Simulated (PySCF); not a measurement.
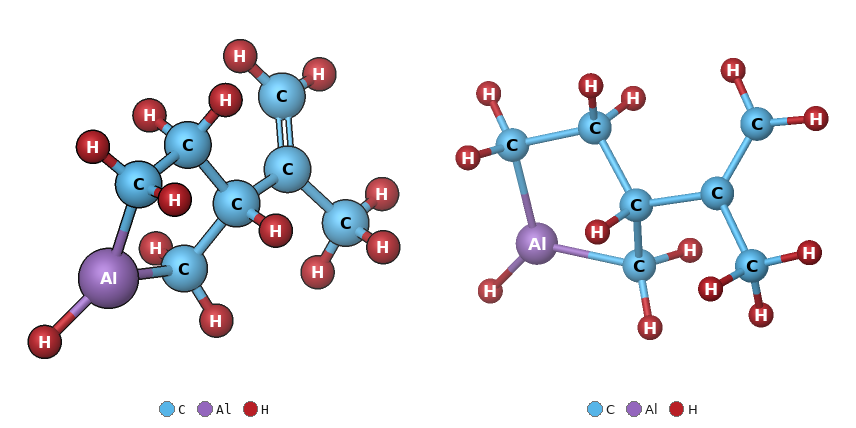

The same structure drawn twice, from different directions.

The geometry was computed by an optimisation with PBE0-D3(BJ)/def2-SVP. No frequency run is at hand to confirm it as a minimum.

Count the atoms of each element.

Answer. C7H13Al, 21 atoms: 7 carbon, 13 hydrogen and 1 aluminium.

What is its SMILES?

Answer. C=C(C)[C@H]1C[CH2][AlH][CH2]1

How many bonds of each kind are drawn?

Answer. 12 C–H, 6 C–C, 2 C–Al, 1 Al–H.

Name functional groups in it.

Answer. Among them: alkene.

The parts below concern this one geometry. Atoms keep their numbers from picture to picture.

**Symmetry**

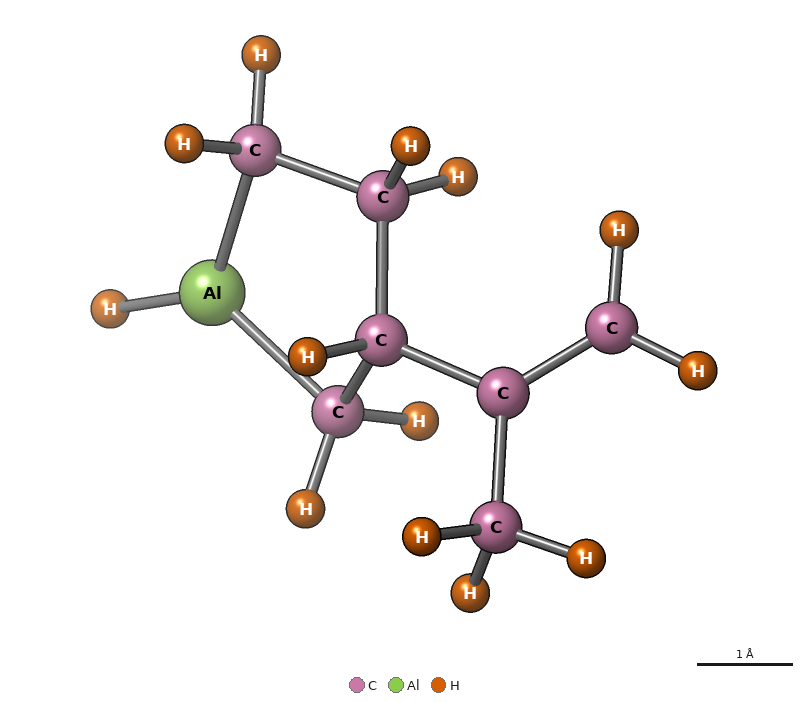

Depth is shown by fading: the farther an atom, the more it takes the colour of the background. No frequency run is at hand to confirm it as a minimum. Masses are those of the most abundant isotopes; constants are for the rigid equilibrium geometry.

What kind of rotor is it, and what are its rotational constants in MHz?

Answer. An asymmetric top (C1): A = 3291, B = 1076, C = 888 MHz. Ray's parameter κ is −0.84, nearer the prolate limit.

**Electronic properties**

No frequency run is at hand to confirm it as a minimum. Method: PBE0/def2-SVPD, gas phase (PySCF 2.14.0). Excitations: vertical, linear response.

What is the HOMO–LUMO gap?

Answer. 5.81 eV.

Estimate the mean static polarisability.

Answer. 110.2 bohr³.

Estimate the dipole moment.

Answer. 0.53 D.

What is the lowest vertical singlet excitation?

Answer. 4.59 eV.

**NMR shielding**

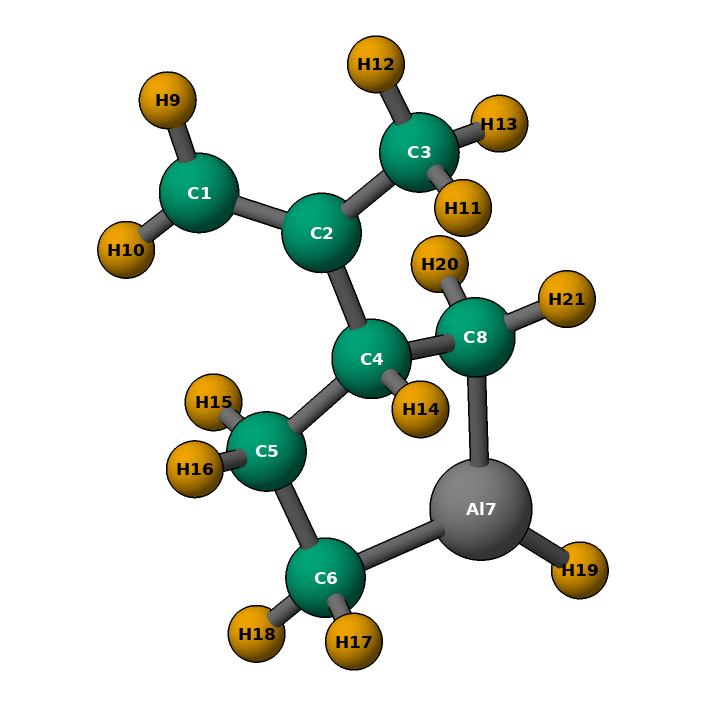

No frequency run is at hand to confirm it as a minimum. Method: GIAO HF/pcSseg-1 NMR shielding, non-relativistic, gas phase (PySCF 2.14.0). Principal shieldings σ11 ≤ σ22 ≤ σ33, span Ω = σ33 − σ11, skew κ = 3(σiso − σ22)/Ω.

Give the shielding tensors of the Al atoms.

```json
{"atom": "Al7", "σ11": "275.2", "σ22": "285.6", "σ33": "351.9", "σiso": "304.2", "Ω": "76.7", "κ": "0.73"}
```

Shieldings and span in ppm.

**Core levels**

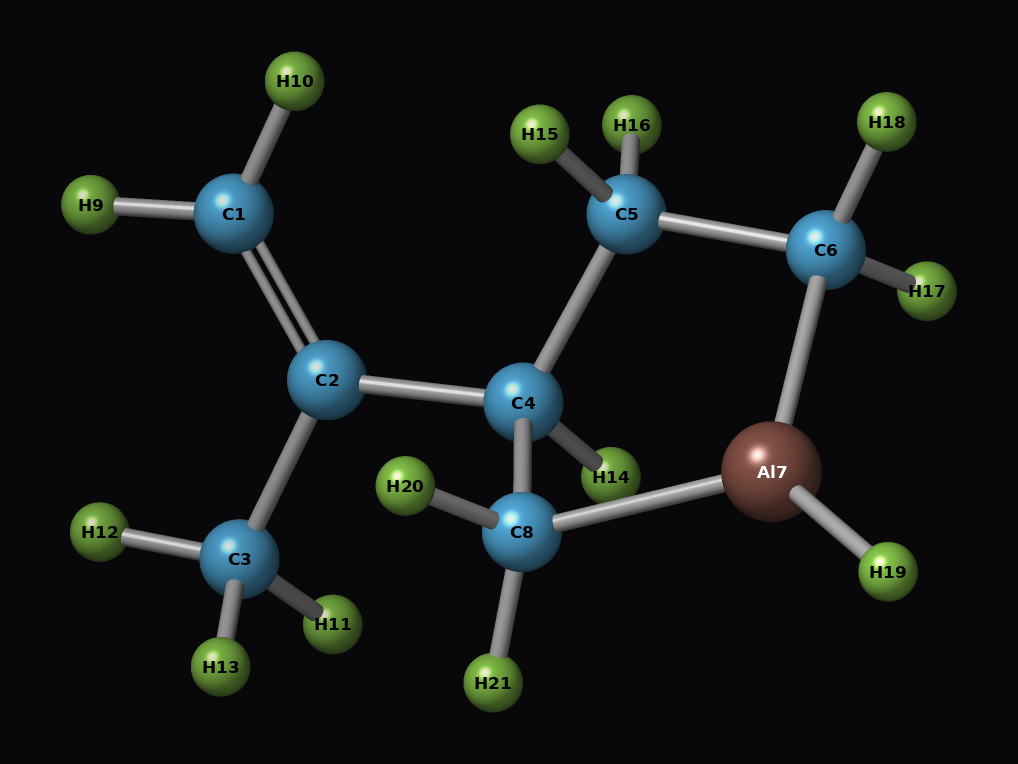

No frequency run is at hand to confirm it as a minimum. Method: delta-SCF UKS SCAN, pcX-2 on the ionised atom, pcseg-1 elsewhere, spin-free X2C (PySCF 2.14.0).

Give the core-electron binding energies (to vacuum; p and d levels without spin–orbit splitting) of C1 1s, C2 1s, C3 1s, C4 1s, C5 1s, C6 1s, Al7 1s, Al7 2p, C8 1s.

```tsv
atom	level	binding energy (eV)
C1	1s	289.4
C2	1s	290.1
C3	1s	290.4
C4	1s	290.3
C5	1s	290.2
C6	1s	289.4
Al7	1s	1566.3
Al7	2p	79.9
C8	1s	289.3
```
